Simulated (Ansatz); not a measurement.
**Exact exchange and the vertical energy of the triplet above the singlet of CH4 (methane)**

CH4 has 5 atoms, charge 0, and is taken as a singlet. As SMILES, `C`. The coordinates come from a PBE0-D4/def2-TZVP relaxation.

The vertical energy of the triplet above the singlet y, in eV, basis 3-21G; a is the functional's share of exact exchange. Programs: Ansatz 0.2.0.

| functional | program | a | y (eV) |
| --- | --- | --- | --- |
| PBE | Ansatz | 0 | 12.06 |
| r2SCAN | Ansatz | 0 | 12.16 |
| B3LYP | Ansatz | 0.2 | 12.25 |
| r2SCAN0 | Ansatz | 0.25 | ? |
| PBE0 | Ansatz | 0.25 | 12.23 |
| BHLYP | Ansatz | 0.5 | 12.39 |

Fit y = c + s·a to the known rows and predict r2SCAN0.


1. Means of the 5 rows: a = 0.1900, y = 12.218.
2. Σ(Δa)² = 0.172, Σ(Δa·Δy) = 0.0954, so the slope is 0.0954/0.172 = 0.55465.
3. Intercept: 12.218 − (0.55465) × 0.1900 = 12.113. The largest residual of the fit is 0.053.
4. r2SCAN0: 12.113 + (0.55465) × 0.25 = 12.25 eV.

The run gave 12.23 eV, so the prediction is off by +0.02 eV, within the largest residual. The rows mix families of semi-local functionals, which the line can't see.

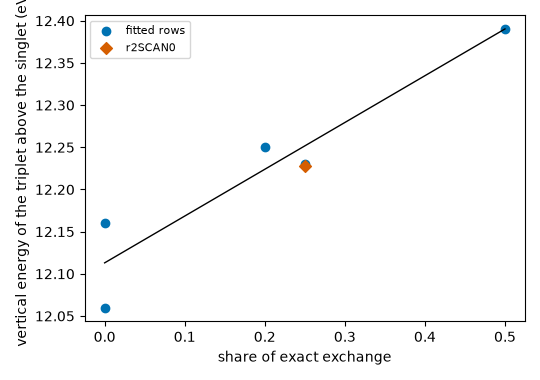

The fitted line, with the withheld row.
